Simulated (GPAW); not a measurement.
Consider NbFeO4 (I-4m2).

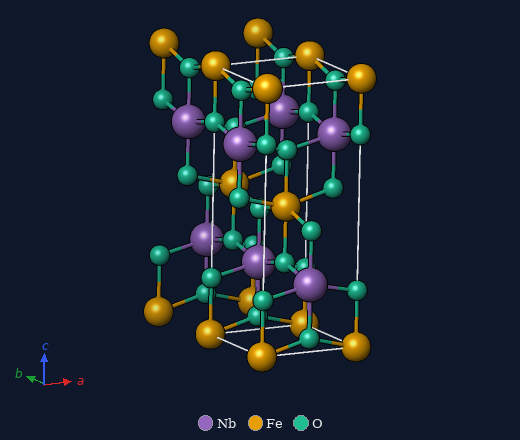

The structure (niobium purple, iron orange, oxygen teal). 1×2×1 conventional cells are drawn. Some periodic images of atoms are drawn too.

```xyz
6
Lattice="-1.9585 1.9585 5.0365 1.9585 -1.9585 5.0365 1.9585 1.9585 -5.0365" Properties=species:S:1:pos:R:3 pbc="T T T"
Nb    1.9585    0.0000    2.5183
Fe    0.0000    0.0000    0.0000
O     1.9585    0.0000    0.4973
O     1.9585    0.0000    4.5392
O     0.0000    0.0000    2.1150
O     0.0000    0.0000    7.9581
```

Absorber: atom 3, with 2 Fe at 2.02 Å and 1 Nb at 2.02 Å (distorted T-shaped, site symmetry 2mm). Method: GPAW, LDA + U (Fe 5.3 eV), full core hole (charged cell), 12-atom cell with 5.5 Å between holes, 3×3×3 k points, dipole transitions, Gaussian full width 0.9 eV up to 4 eV, rising linearly to 3.5 eV at 25 eV.

What does the O K edge look like?

Main maxima up to 24 eV above the zero (height): 1.4 eV (1.66), 5.4 eV (1.36), 9.1 eV (1.86), 12.7 eV (1.23) and 20.6 eV (0.85). A K edge sees empty p states; the first features are O p mixed into the empty d states of the Fe and Nb neighbours, and the broad ones above probably into the cations' higher empty bands. The total-energy difference plus the lowest empty eigenvalue puts the zero at 524.13 eV. The functional and the charged cell's background leave an error in such absolute values: in the free atom LDA prices this hole 4.1 eV below PBE (computed apart), and PBE is itself good to a few eV.

The O K spectrum (energy from the lowest empty level; intensity scaled to a mean of 1 over the first 20 eV; polarised curves are means over the symmetry-equivalent atoms):

```csv
E (eV),isotropic,ε ⊥ c,ε ∥ c
-2.0,0.00,0.00,0.00
-0.5,0.00,0.00,0.00
1.0,1.25,1.67,0.43
2.5,0.81,1.01,0.39
4.0,0.10,0.04,0.22
5.5,1.34,0.39,3.24
7.0,1.15,0.99,1.48
8.5,1.65,1.56,1.84
10.0,1.47,1.86,0.71
11.5,1.15,1.36,0.75
13.0,1.23,1.22,1.25
14.5,1.00,0.97,1.06
16.0,0.72,0.70,0.75
17.5,0.66,0.72,0.53
19.0,0.77,0.83,0.65
20.5,0.85,0.89,0.77
22.0,0.77,0.79,0.71
23.5,0.62,0.64,0.59
25.0,0.59,0.58,0.61
26.5,0.71,0.64,0.86
28.0,0.87,0.79,1.03
29.5,0.99,0.96,1.05
31.0,1.12,1.09,1.18
```

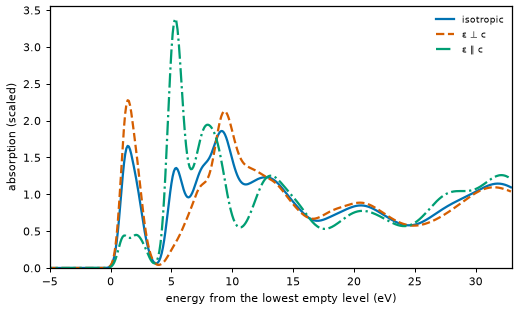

The O K edge.

The hole lies in one spin channel, while the script sums the empty states of both and takes the lower zero; where the two channels are split, this blurs and shifts the curve. The crystal has 2 inequivalent O sites and not all are shown here, while a measurement adds them all. The spins start ferromagnetically in a simple order, which needn't be the measured one; gap and edge can depend on it. The holes are only 5.5 Å apart, so the shape is probably not converged with cell size; no larger cell was run here. The mesh is coarse (0.43 Å⁻¹ between points), so small maxima may be mesh ripples. Lifetime broadening is put in by hand, and intensities beyond about 20 eV depend on it and on the partial waves; weight that the partial waves miss at high energy is lost. The structure is a computed Materials Project entry and may be a hypothetical form.

[Banner, clock and machine lines of the logs are left out without a mark of their own.]

[Logs are printed without paths, hosts, clocks, repeated set-up lines and the standing remarks that a program may print on its own settings, such as how far it seeks lower states.]

[Hosts, paths, dates, database ids (printed as entryN), source tags and the programs' standing remarks are cut or masked in the printed files.]

[Lists of maxima count a maximum above −3 eV only where it reaches 4 % of the highest in the window and stands out from its surroundings by 2 % of it (1.5 % where it reaches 55 %); shoulders and weaker maxima are passed over, and of the rest the first, up to two pre-edge ones and the few strongest are named.]
